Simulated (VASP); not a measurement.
Band structure of Hg2Zn2S4 (ordered alloy cell). Method: PBEsol GGA, VASP's PBE PAW potentials (set 64) (plane waves; VASP).

Unless said otherwise, spin-orbit coupling is left out, though it shifts the bands of the heavy elements here.

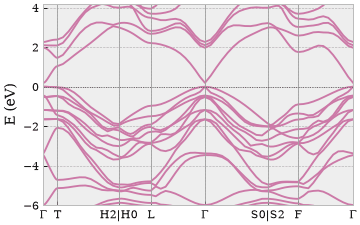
Figure. Bands along high-symmetry lines, zero at the valence-band maximum or, without a gap, the Fermi level

### Question
Read the plot: is there a gap, and where are the band edges?

### Answer
The gap is direct, 0.20 eV, from the valence maximum at Γ to the conduction minimum at Γ. (Edges off the drawn lines would not show.)

The structure was generated: Hg2Zn2S4 was put into an ordered model structure (R3m), which need not be its known phase. It was relaxed first.
